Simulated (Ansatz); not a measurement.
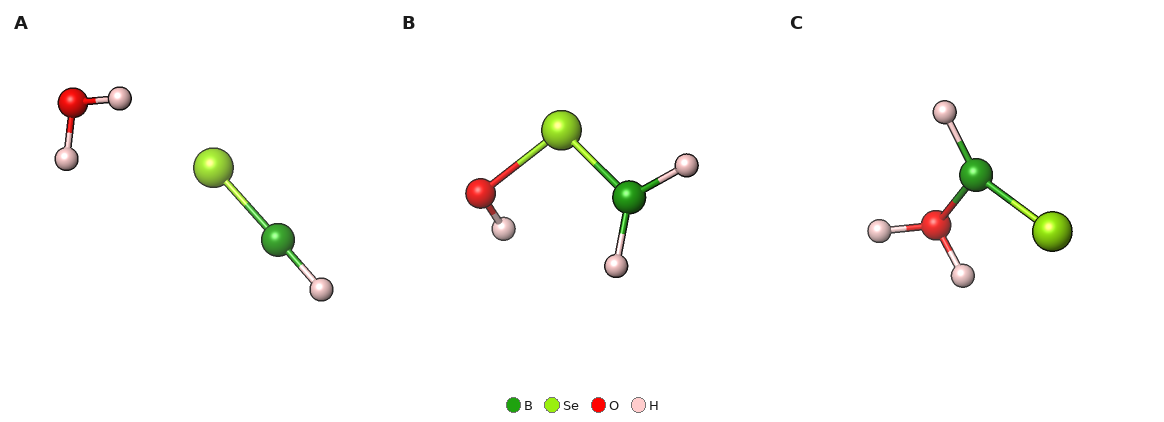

3 stationary structures of one formula. Geometries: PBE-D4/def2-SVP. Electronic energies: PBE-D4/def2-SVP (Ansatz 0.2.0), without zero-point energy. No frequency run is at hand to confirm each as a minimum.

Question: Rank them by energy, lowest first.

Answer: C is lowest (C1); A lies 0.517 eV above it (Cs), B lies 0.822 eV above it (C1).
